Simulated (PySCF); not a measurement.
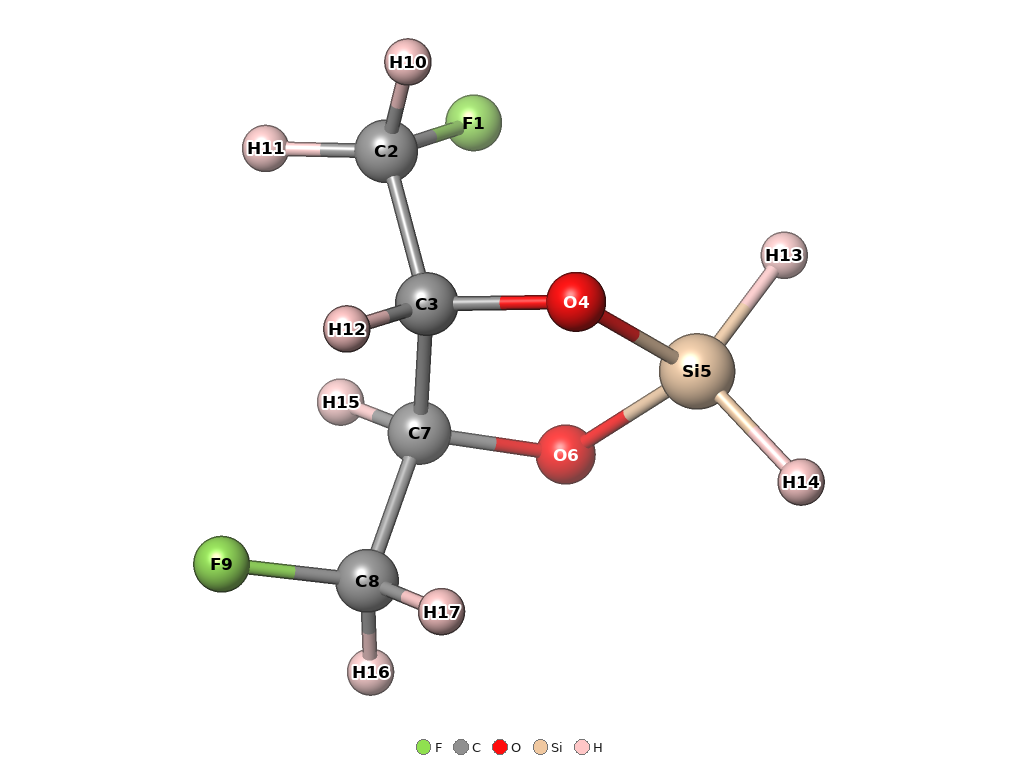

Depth is shown by fading: the farther an atom, the more it takes the colour of the background. The geometry was computed by an optimisation with PBE0-D3(BJ)/def2-SVP. No frequency run is at hand to confirm it as a minimum.

> What is the conformation of the ring C3–O4–Si5–O6–C7?

It is an envelope, with C3 as the flap. The Cremer–Pople amplitude Q is 0.25 Å.

> Give the torsion angles round the ring, beginning with the bond from its second to its third atom.

−16°, −1°, 16°, −27°, 26°.
